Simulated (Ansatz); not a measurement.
# NaVS3 (model cell, started as cubic perovskite with V in the octahedra): a soft mode frozen in

Which phase does NaVS3 (model cell, started as cubic perovskite with V in the octahedra) fall into along its unstable mode, and how much energy does it gain?

Main program and level: Ansatz 0.2.0; DFT PBEsol, scalar-relativistic, plane waves, PAW; PAW set soft_1.

The structure was built from a prototype and need not be the compound's stable phase.

### 1. The starting structure

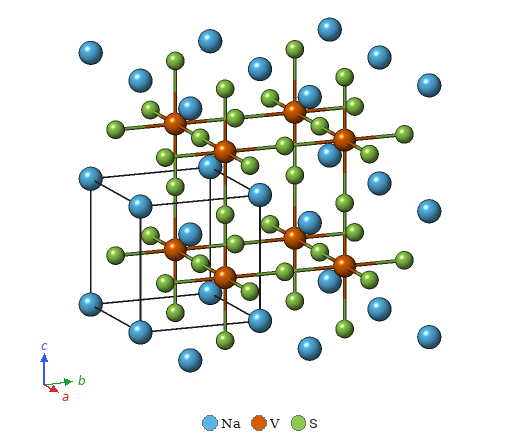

The cell as given, slightly off an axis (sodium blue, vanadium orange, sulfur green). 2×2×2 cells are drawn. Some periodic images of atoms are drawn too.

As a file:

```cif
data_structure
_symmetry_space_group_name_H-M 'Pm-3m'
_symmetry_Int_Tables_number 221
_cell_length_a 4.5683
_cell_length_b 4.5683
_cell_length_c 4.5683
_cell_angle_alpha 90.000
_cell_angle_beta 90.000
_cell_angle_gamma 90.000
_cell_volume 95.34
loop_
_atom_site_label
_atom_site_type_symbol
_atom_site_symmetry_multiplicity
_atom_site_Wyckoff_symbol
_atom_site_fract_x
_atom_site_fract_y
_atom_site_fract_z
_atom_site_occupancy
Na1 Na 1 a 0.00000 0.00000 0.00000 1
V1 V 1 b 0.50000 0.50000 0.50000 1
S1 S 3 c 0.50000 0.50000 0.00000 1
```

### 2. The dispersion

The cell comes from relaxations at this level that are not shown. Stability and thermal properties need the whole zone. Linear response on a 4×4×4 q mesh gives force constants as far as a supercell of that size would.

The input, input.yaml:

```yaml
crystal:
  lattice:
    - [4.5683033595, 0.0, 0.0]
    - [0.0, 4.5683033595, 0.0]
    - [0.0, 0.0, 4.5683033595]
  atoms:
    - { symbol: Na, position: [0.0, 0.0, 0.0] }
    - { symbol: V, position: [0.5, 0.5, 0.5] }
    - { symbol: S, position: [0.5, 0.5, 0.0] }
    - { symbol: S, position: [0.5, 0.0, 0.5] }
    - { symbol: S, position: [0.0, 0.5, 0.5] }
kpoints:
  mp_grid: { grid: [8, 8, 8] }
hamiltonian:
  xc: pbesol
  pseudopotentials: { kind: paw, azcp: { folder: soft_1 }, xc_functional: pbe }
scf:
  occupations: { method: methfessel_paxton, width: 0.2 }
output:
  eigenvalues: true
phonons:
  method: dfpt
  qmesh: [4, 4, 4]
  temperatures: { t_max: 1000, t_step: 50 }
  qpath:
    path:
      - [[0.0, 0.0, 0.0], [0.0, 0.5, 0.0], [0.5, 0.5, 0.0], [0.0, 0.0, 0.0], [0.5, 0.5, 0.5], [0.0, 0.5, 0.0]]
      - [[0.5, 0.5, 0.5], [0.5, 0.5, 0.0]]
    npoints: 10
```

The run is started by

```
> ansatz run input.yaml --threads 8 --pin off --max-ram 16384MiB --backend cpu --events-out ev --progress --plain --runs-dir out
```

Numbers of over 12 decimals in the logs are rounded to 6 here.

The log of the run:

```text
Engine: ansatz 0.2.0, aarch64-unknown-linux-gnu
Pseudopotentials: kind: paw
Pseudopotential: Na, paw, valence charge 9, recommended cutoff 420 eV (normal), soft_1/Na.paw.azcp
Pseudopotential: V, paw, valence charge 13, recommended cutoff 420 eV (normal), soft_1/V.paw.azcp
Pseudopotential: S, paw, valence charge 6, recommended cutoff 420 eV (normal), soft_1/S.paw.azcp
Functional definition: PBEsol
  exchange = pbesol_x
  correlation = pbesol_c
Crystal: 5 atoms, lattice volume = 95.338 Å³
Basis set: ecut = 420 eV, 1863 PW (Γ), exchange–correlation on 64×64×64 points (8 copies of the dense FFT grid, shifted against one another)
Bands: 25, of which v1, the nominal top of the filled ones, is band 20 counted from 1 (19 counted from 0)
Symmetry: 48 space group operations
k-points: 35 of 512
Non-local potential: Na, projectors of the file, l = 0: 3, l = 1: 2, l = 2: 1
Non-local potential: V, projectors of the file, l = 0: 3, l = 1: 2, l = 2: 3, l = 3: 1
Non-local potential: S, projectors of the file, l = 0: 2, l = 1: 2, l = 2: 1
PAW form: soft (Blöchl's): semilocal exchange-correlation on the pseudo side does not see the compensation charge
PAW frozen core: Na, regenerated for the run's functional, and the local potential with it (the file was generated under x = pbe(κ = 0.804, μ = 0.219515), c = pbe(β = 0.066725))
PAW frozen core: V, regenerated for the run's functional, and the local potential with it (the file was generated under x = pbe(κ = 0.804, μ = 0.219515), c = pbe(β = 0.066725))
PAW frozen core: S, regenerated for the run's functional, and the local potential with it (the file was generated under x = pbe(κ = 0.804, μ = 0.219515), c = pbe(β = 0.066725))
PAW one-centre angular grid: Na, 110 points (default); XC on 64 Gauss nodes
PAW one-centre angular grid: V, 590 points (default); XC on 64 Gauss nodes
PAW one-centre angular grid: S, 110 points (default); XC on 64 Gauss nodes
Initial density: superposition of atomic densities (chi_scale 0.1, normalization cell, long waves kept (reshape's long-wave potential 0.00 eV rms))
Initial wavefunctions: pseudopotential atomic-orbital guess
Functional: x = pbesol(κ = 0.804, μ = 0.123457), c = pbesol(β = 0.046)
SCF iter   1: F=—  HF=-7020.489549 eV  |F-HF|=—  |Δ(HF+E_count)|=         —  Δρ=9.27e-2  dr2=1.33e1  ethr=3.10e-3  ⟨swp⟩=7.5  Hψ=9583  notcnv=0
automatic band count: the SCF goes on with 30 bands, as 25 were too few: the levels above may hold too much charge
preconditioner: auto → Kerker (q_TF=auto, 2.361 Å⁻¹)  [metal: Δε(μ)=0.045 eV  Ē_g=9.389 eV  σ=0.200 eV  W_gap=0.19  n_scr=18 (ndim 8)  ℏωp=18.6 eV  f_vac=0.000  D(μ)=3.70/eV (n_scr^D=26)]
SCF iter   2: F=—  HF=-7019.586115 eV  |F-HF|=—  |Δ(HF+E_count)|=   9.03e-1  S|Δr|=    0.00e0  Δρ=5.02e-2  dr2=4.40e0  ethr=3.10e-3  ⟨swp⟩=2.0  Hψ=2117  notcnv=0  defer=51
SCF iter   3: F=—  HF=-7019.160045 eV  |F-HF|=—  |Δ(HF+E_count)|=   4.26e-1  S|Δr|=    0.00e0  Δρ=1.07e-2  dr2=2.01e-1  ethr=3.10e-3  ⟨swp⟩=2.2  Hψ=1330  notcnv=0  defer=51
SCF iter   4: F=—  HF=-7019.150884 eV  |F-HF|=—  |Δ(HF+E_count)|=   9.16e-3  S|Δr|=    0.00e0  Δρ=2.75e-3  dr2=5.02e-3  ethr=5.03e-4  ⟨swp⟩=1.0  Hψ=1322  notcnv=0  defer=63
SCF iter   5: F=—  HF=-7019.152542 eV  |F-HF|=—  |Δ(HF+E_count)|=   1.66e-3  S|Δr|=    0.00e0  Δρ=6.26e-4  dr2=7.25e-4  ethr=1.26e-5  ⟨swp⟩=2.6  Hψ=1420  notcnv=0  defer=63
SCF iter   6: F=—  HF=-7019.152671 eV  |F-HF|=—  |Δ(HF+E_count)|=   1.29e-4  S|Δr|=    0.00e0  Δρ=4.10e-4  dr2=2.48e-4  ethr=1.81e-6  ⟨swp⟩=2.1  Hψ=1650  notcnv=0  defer=63
SCF iter   7: F=—  HF=-7019.152656 eV  |F-HF|=—  |Δ(HF+E_count)|=   1.41e-5  S|Δr|=    0.00e0  Δρ=9.44e-5  dr2=2.12e-5  ethr=6.19e-7  ⟨swp⟩=2.2  Hψ=1328  notcnv=0  defer=63
SCF iter   8: F=—  HF=-7019.152649 eV  |F-HF|=—  |Δ(HF+E_count)|=   7.37e-6  S|Δr|=    0.00e0  Δρ=3.96e-5  dr2=3.49e-6  ethr=5.30e-8  ⟨swp⟩=2.1  Hψ=1464  notcnv=0  defer=63
SCF iter   9: F=—  HF=-7019.152650 eV  |F-HF|=—  |Δ(HF+E_count)|=   1.35e-6  S|Δr|=    0.00e0  Δρ=1.69e-5  dr2=4.00e-7  ethr=8.74e-9  ⟨swp⟩=2.5  Hψ=1510  notcnv=0  defer=63
SCF iter  10: F=—  HF=-7019.152650 eV  |F-HF|=—  |Δ(HF+E_count)|=   3.43e-8  S|Δr|=    0.00e0  Δρ=2.79e-6  dr2=8.46e-9  ethr=9.99e-10  ⟨swp⟩=2.5  Hψ=1529  notcnv=0  defer=63
SCF iter  11: F=—  HF=-7019.152650 eV  |F-HF|=—  |Δ(HF+E_count)|=   1.26e-9  S|Δr|=    0.00e0  Δρ=5.96e-7  dr2=4.58e-10  ethr=2.12e-11  ⟨swp⟩=2.3  Hψ=1512  notcnv=0  defer=63
SCF iter  12: F=—  HF=-7019.152650 eV  |F-HF|=—  |Δ(HF+E_count)|=  1.53e-10  S|Δr|=    0.00e0  Δρ=1.30e-7  dr2=1.14e-11  ethr=1.15e-12  ⟨swp⟩=2.2  Hψ=1504  notcnv=0  defer=63
SCF iter  13: F=-7019.152650 eV  HF=-7019.152650 eV  |F-HF|=1.82e-12  |Δ(HF+E_count)|=    0.00e0  S|Δr|=    0.00e0  Δρ=3.40e-8  dr2=1.42e-12  ethr=1.00e-12  ⟨swp⟩=13.5  Hψ=5859  notcnv=0
SCF 1 converged in 13 iterations: F = -7019.152650 eV  dr2 = 1.42e-12
  greatest PAW one-centre occupation: 1.000 electrons in one spin orbital (limit 2), on the V atom at site 1 (counted from 0), in its partial waves of l = 0
Initial density: read from a saved state, or passed on in memory by an earlier SCF of this step, an earlier step, the calling program or the single point that the run made first
iter 1 solved again at ethr=1.91e-6 eV; its pass at ethr=3.10e-3 eV (dr2=7.65e-4 eV) is discarded
SCF iter   1: F=—  HF=-7019.152645 eV  |F-HF|=—  |Δ(HF+E_count)|=         —  Δρ=1.66e-6  dr2=4.53e-9  ethr=1.91e-6  ⟨swp⟩=3.1  Hψ=6451  notcnv=0
eigensolver tolerance schedule: the retry pair's looser diagonalisation over-reported the residual by 169002.16 of it (diagonalisation noise at an unbounded share of the residual, at the tolerance the schedule requests for it); recorded, not acted on — ethr = c·dr2/N_el stays at c = 1.0e-1
preconditioner: auto → Kerker (q_TF=auto, 2.361 Å⁻¹)  [metal: Δε(μ)=0.028 eV  Ē_g=6.813 eV  σ=0.200 eV  W_gap=0.12  n_scr=18 (ndim 8)  ℏωp=18.6 eV  f_vac=0.000  D(μ)=4.41/eV (n_scr^D=32)]
SCF iter   2: F=—  HF=-7019.152650 eV  |F-HF|=—  |Δ(HF+E_count)|=   5.04e-6  S|Δr|=    0.00e0  Δρ=8.41e-7  dr2=1.08e-9  ethr=1.13e-11  ⟨swp⟩=4.4  Hψ=2710  notcnv=0
SCF iter   3: F=—  HF=-7019.152650 eV  |F-HF|=—  |Δ(HF+E_count)|=  5.09e-11  S|Δr|=    0.00e0  Δρ=5.33e-7  dr2=4.46e-10  ethr=2.69e-12  ⟨swp⟩=1.0  Hψ=875  notcnv=0
SCF iter   4: F=—  HF=-7019.152650 eV  |F-HF|=—  |Δ(HF+E_count)|=  2.27e-11  S|Δr|=    0.00e0  Δρ=2.48e-7  dr2=1.00e-10  ethr=1.12e-12  ⟨swp⟩=1.0  Hψ=875  notcnv=0
SCF iter   5: F=—  HF=-7019.152650 eV  |F-HF|=—  |Δ(HF+E_count)|=  2.73e-12  S|Δr|=    0.00e0  Δρ=1.53e-7  dr2=3.88e-11  ethr=1.00e-12  ⟨swp⟩=1.0  Hψ=875  notcnv=0
SCF iter   6: F=-7019.152650 eV  HF=-7019.152650 eV  |F-HF|=1.00e-11  |Δ(HF+E_count)|=  1.82e-12  S|Δr|=    0.00e0  Δρ=7.67e-8  dr2=9.91e-12  ethr=1.00e-12  ⟨swp⟩=2.0  Hψ=2040  notcnv=0
SCF 2 converged in 6 iterations: F = -7019.152650 eV  dr2 = 9.91e-12
phonons: the bands overlap, so this run is a metal and interpolates without the dipole-dipole term. If the crystal is really an insulator or semiconductor, its LO-TO splitting is missing
NSCF: frozen V_eff on 35 k-points
NSCF: frozen V_eff on 125 k-points
DFPT response loops at q = (0, 0, 0) (fractional): preconditioner auto → Kerker (q_TF=auto, 2.361 Å⁻¹) (partly filled bands, converged f_vac=0.000); β = 1.00, the filter's whole step (`scf.mixing.beta` (0.50) is not read by the response loops under this deck's `scf.mixing.preconditioner`; to damp them name `kerker` or `kerker_dos`, under which they read `scf.mixing.beta`, and type it under 1.00, their step now; both keys bind the ground state too); Broyden in place of MSR1
NSCF: frozen V_eff on 400 k-points
DFPT response loops at q = (0, 0, 0.25) (fractional): mixed as the last ones told, above
NSCF: frozen V_eff on 250 k-points
DFPT response loops at q = (0, 0, -0.5) (fractional): mixed as the last ones told, above
NSCF: frozen V_eff on 640 k-points
DFPT response loops at q = (0, 0.25, 0.25) (fractional): mixed as the last ones told, above
NSCF: frozen V_eff on 400 k-points
DFPT response loops at q = (0, 0.25, -0.5) (fractional): mixed as the last ones told, above
NSCF: frozen V_eff on 250 k-points
DFPT response loops at q = (0, -0.5, -0.5) (fractional): mixed as the last ones told, above
NSCF: frozen V_eff on 1024 k-points
DFPT response loops at q = (0.25, 0.25, 0.25) (fractional): mixed as the last ones told, above
NSCF: frozen V_eff on 640 k-points
DFPT response loops at q = (0.25, 0.25, -0.5) (fractional): mixed as the last ones told, above
NSCF: frozen V_eff on 400 k-points
DFPT response loops at q = (0.25, -0.5, -0.5) (fractional): mixed as the last ones told, above
NSCF: frozen V_eff on 250 k-points
DFPT response loops at q = (-0.5, -0.5, -0.5) (fractional): mixed as the last ones told, above
SCF converged after 13 iterations
Stability not checked: this state was not tested for a lower state beside it, because cold or Methfessel-Paxton smearing, or corrected tetrahedra, fill the levels in a way that the test cannot read (fill_not_monotonic; see scf.lower_state_search)
Free energy (F): -7019.152650 eV
Harris-Foulkes:  -7019.152650 eV  (|F-HF|=1.82e-12)
Internal energy: -7019.133839 eV  (E = F + TS)
E sigma→0 (E₀):  -7019.147947 eV
Entropy (-TS):   -0.018811 eV (-3.762 meV/atom)
Fermi energy:    6.797362 eV
--- Per-component energies (eV) ---
  E_band       = -464.676652
  E_kinetic    = 726.210368
  E_local      = -3469.172931  (includes V_loc(G=0)·N_el)
  E_nonlocal   = 463.830013
  E_hartree    = 1295.964323
  E_xc         = -414.792694
  E_vxc        = -440.079341  (∫ρ·V_xc dr)
  E_paw        = -3158.430862  (= ΣΔE_a)
  E_vpaw       = -337.394422  (= ΣTr[D̂ρ^β])
  E_aug_tail   = 0.000968  (compensation charges beyond the density's cutoff)
  E_ewald      = -2463.133246
  E_core_change = 0.390221  (= ΣΔE_core)
  E_smearing   = -0.018811  (= −TS)
  E_closure    = -0.000000  (closes the sum)
  Σ components = -7019.152650   (vs F -7019.152650, Δ=0.00e0)
--- Band table (eV; the first three rows and the last of 35) ---
  k-point 0: bands = [... 16 lower, 5.5777, 5.8073, 5.8073, 5.8073, 6.4683, 6.4683, 6.4683, 7.2942, ... 6 higher]
  k-point 1: bands = [... 16 lower, 5.4653, 5.7831, 5.8131, 6.0719, 6.0719, 6.7741, 6.7741, 7.3022, ... 6 higher]
  k-point 2: bands = [... 16 lower, 4.8642, 5.2177, 5.8275, 6.1460, 6.1460, 7.3169, 7.3525, 7.3525, ... 6 higher]
  k-point 34: bands = [... 16 lower, 2.4703, 7.2308, 7.2308, 7.2308, 7.8696, 7.8696, 7.8696, 9.4206, ... 6 higher]
--- Phonons (Γ-DFPT): 4 representative perturbations + reference (Σ response iterations 12) ---
  ASR residual: 2.475e-5 → 0.000e0 eV/Å²; symmetrization residual: 5.283e-6 eV/Å²
  ASR residual per site (eV/Å²): 2.22e-5 2.47e-5 1.53e-5 1.53e-5 1.53e-5
  Γ frequencies (cm⁻¹): -93.33 -93.33 -93.33 0.00 0.00 0.00 72.22 72.22 72.22 87.93 87.93 87.93 352.07 352.07 352.07
--- Phonons (arbitrary-q DFPT): 10 irreducible q on the 4×4×4 mesh ---
  q = [0.0000, 0.0000, 0.0000] (star 1, of the zone-centre solve; hermiticity 9.34e-7, symmetrization 2.17e-12): -93.33 -93.33 -93.33 -0.00 0.00 0.00 72.22 72.22 72.22 87.93 87.93 87.93 352.07 352.07 352.07
  q = [0.0000, 0.0000, 0.2500] (star 6, 9 solved perturbations in 1560 linear systems a pass and spin channel, the states on 200 of 512 k-point pairs; hermiticity 1.32e-6, symmetrization 2.50e-12): -165.28 -86.69 -86.69 38.54 38.54 69.03 71.34 71.34 74.49 113.59 125.30 125.30 346.63 346.63 355.56
  q = [0.0000, 0.0000, -0.5000] (star 3, 9 solved perturbations in 975 linear systems a pass and spin channel, the states on 125 of 512 k-point pairs; hermiticity 4.35e-7, symmetrization 4.37e-8): -97.55 -97.55 54.37 54.37 64.52 64.52 75.46 108.60 137.57 156.78 156.78 188.68 336.91 336.91 380.77
  q = [0.0000, 0.2500, 0.2500] (star 12, 9 solved perturbations in 2460 linear systems a pass and spin channel, the states on 320 of 512 k-point pairs; hermiticity 9.52e-7, symmetrization 4.83e-14): -149.20 -126.49 -87.02 26.84 59.53 61.84 67.82 107.62 108.11 113.07 130.86 172.14 333.66 340.89 376.18
  q = [0.0000, 0.2500, -0.5000] (star 12, 15 solved perturbations on 200 of 512 k-point pairs; hermiticity 1.03e-6, symmetrization 5.72e-8): -140.26 -99.61 -21.45 58.34 62.62 64.85 115.89 117.65 125.95 155.89 191.97 204.99 292.71 330.68 401.05
  q = [0.0000, -0.5000, -0.5000] (star 3, 9 solved perturbations in 975 linear systems a pass and spin channel, the states on 125 of 512 k-point pairs; hermiticity 1.42e-6, symmetrization 3.26e-8): -111.41 -76.15 50.39 50.39 65.47 72.16 125.91 125.91 154.55 154.55 185.47 185.47 227.95 319.91 418.63
  q = [0.2500, 0.2500, 0.2500] (star 8, 4 solved perturbations in 1376 linear systems a pass and spin channel, the states on 512 of 512 k-point pairs; hermiticity 9.22e-7, symmetrization 1.21e-12): -104.66 -104.66 -82.93 29.48 51.25 51.25 84.05 85.91 85.91 170.94 170.94 173.93 333.51 333.51 396.66
  q = [0.2500, 0.2500, -0.5000] (star 12, 9 solved perturbations in 2460 linear systems a pass and spin channel, the states on 320 of 512 k-point pairs; hermiticity 1.18e-6, symmetrization 3.70e-8): -92.40 -89.32 -34.55 21.67 67.85 68.09 74.13 77.73 170.55 193.60 200.76 207.57 266.01 316.21 421.85
  q = [0.2500, -0.5000, -0.5000] (star 6, 9 solved perturbations in 1560 linear systems a pass and spin channel, the states on 200 of 512 k-point pairs; hermiticity 1.40e-6, symmetrization 1.32e-7): -102.87 -76.51 -51.96 -11.26 -11.26 63.29 63.29 67.98 184.65 184.65 202.65 202.65 227.77 270.96 441.32
  q = [-0.5000, -0.5000, -0.5000] (star 1, 4 solved perturbations in 350 linear systems a pass and spin channel, the states on 125 of 512 k-point pairs; hermiticity 1.69e-6, symmetrization 1.10e-8): -216.15 -216.15 -76.54 -76.54 -76.54 70.35 70.35 70.35 168.84 168.84 168.84 226.38 226.38 226.38 453.55
  sum rule: each row above includes the acoustic sum rule's correction from the zone centre's row sums; it moved no ω² by more than (0.51 cm⁻¹)²
  mesh force constants: q→R imaginary residual 3.27e-19; ASR residual 2.475e-5 → 0.000e0 eV/Å²; symmetrization residual 5.329e-15 eV/Å²
  interpolated dispersion: 62 rows × 15 modes
  density of states and harmonic sums: on the 16×16×16 q-mesh, interpolated from the force constants of a 4×4×4 supercell (no non-analytic term)
  largest difference from the sums on the solved wave vectors: F 5.95e-2 eV, S 8.52e-5 and C_V 2.72e-5 eV/K
  zero-point energy: 0.123979 eV/cell   skipped modes (ω ≤ 0): 486, of them read as no rigid motion or as one in doubt: 483 (2.872e0 modes/cell left out, lowest -216.15 cm⁻¹)   left out of the sums: 1.91e-1 of the cell's modes: C_V's classical limit lies that fraction below 3 k_B per atom; for a crystal, a wire or a layer, F and S can be off by more, and a phonons.interpolated_qmesh denser along its periods is the remedy for the sampling
```

Elapsed: 6.3 min, on 8 threads of Arm Neoverse V2, shared host; peak memory 3.1 GiB; 48 min of CPU time.

This step gave:

| Property | Result |
| --- | --- |
| volume per atom | 19.07 Å³ |
| gap on the k-mesh | 0 eV |
| sum-rule residual before enforcement | 2.47e-5 eV/Å² |
| lowest frequency on the path | -216.2 cm⁻¹ |
| point group | m-3m |
| highest frequency on the path or at a solved wavevector | 453.7 cm⁻¹ |
| highest optical mode at the zone centre (no LO-TO term) | 352.1 cm⁻¹ |
| lowest optical zone-centre mode | -93.33 cm⁻¹ |
| lowest mode on the q mesh (acoustic modes at Γ apart) | -216.2 cm⁻¹ |

Frequencies (cm⁻¹) solved at each irreducible wavevector; negative means imaginary. Frequencies by wavevector, by row:

| q in reciprocal lattice units | star | mode 1 | mode 2 | mode 3 | mode 4 | mode 13 | mode 14 | mode 15 |
| --- | --- | --- | --- | --- | --- | --- | --- | --- |
| 0 0 0 | 1 | -93.3 | -93.3 | -93.3 | 0 | 352.1 | 352.1 | 352.1 |
| 0 0 0.25 | 6 | -165.3 | -86.7 | -86.7 | 38.5 | 346.6 | 346.6 | 355.6 |
| 0 0 -0.5 | 3 | -97.5 | -97.5 | 54.4 | 54.4 | 336.9 | 336.9 | 380.8 |
| 0 0.25 0.25 | 12 | -149.2 | -126.5 | -87 | 26.8 | 333.7 | 340.9 | 376.2 |
| 0 0.25 -0.5 | 12 | -140.3 | -99.6 | -21.4 | 58.3 | 292.7 | 330.7 | 401.1 |
| 0 -0.5 -0.5 | 3 | -111.4 | -76.2 | 50.4 | 50.4 | 227.9 | 319.9 | 418.6 |
| 0.25 0.25 0.25 | 8 | -104.7 | -104.7 | -82.9 | 29.5 | 333.5 | 333.5 | 396.7 |
| 0.25 0.25 -0.5 | 12 | -92.4 | -89.3 | -34.5 | 21.7 | 266 | 316.2 | 421.9 |
| 0.25 -0.5 -0.5 | 6 | -102.9 | -76.5 | -52 | -11.3 | 227.8 | 271 | 441.3 |
| -0.5 -0.5 -0.5 | 1 | -216.2 | -216.2 | -76.5 | -76.5 | 226.4 | 226.4 | 453.6 |

Interpolated from a 4×4×4 q mesh. The phonon branches at the labelled points (cm⁻¹):

| point | branch 1 | branch 2 | branch 3 | branch 4 | branch 12 | branch 13 | branch 14 | branch 15 |
| --- | --- | --- | --- | --- | --- | --- | --- | --- |
| Γ | -93 | -93 | -93 | 0 | 88 | 352 | 352 | 352 |
| X | -98 | -98 | 54 | 54 | 189 | 337 | 337 | 381 |
| M | -111 | -76 | 50 | 50 | 186 | 228 | 320 | 419 |
| Γ | -93 | -93 | -93 | 0 | 88 | 352 | 352 | 352 |
| R | -216 | -216 | -76 | -76 | 226 | 226 | 226 | 454 |
| X | -98 | -98 | 54 | 54 | 189 | 337 | 337 | 381 |
| jump to R | -216 | -216 | -76 | -76 | 226 | 226 | 226 | 454 |
| M | -111 | -76 | 50 | 50 | 186 | 228 | 320 | 419 |

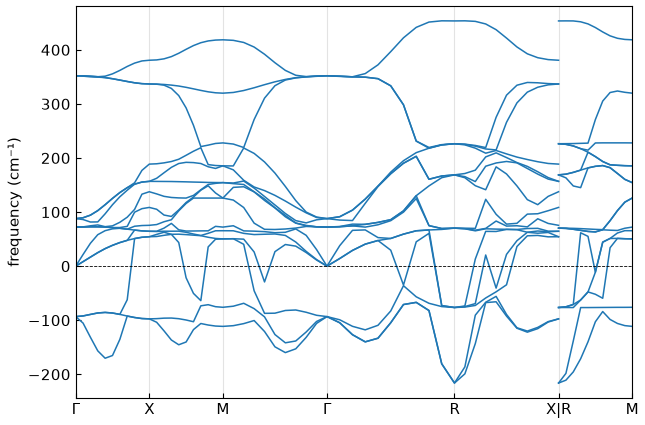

Phonon branches along the path.

Symmetry leaves 10 wavevectors to solve. The lowest mode among them, the acoustic zeros apart, lies at q = (-0.5, -0.5, -0.5) and is imaginary, 216.2i cm⁻¹, so the energy falls along it.

[end of part 1 of 3]

[Logs are printed without paths, hosts, clocks, repeated set-up lines and the standing remarks that a program may print on its own settings, such as how far it seeks lower states.]

[Hosts, paths, dates, database ids (printed as entryN), source tags and the programs' standing remarks are cut or masked in the printed files.]
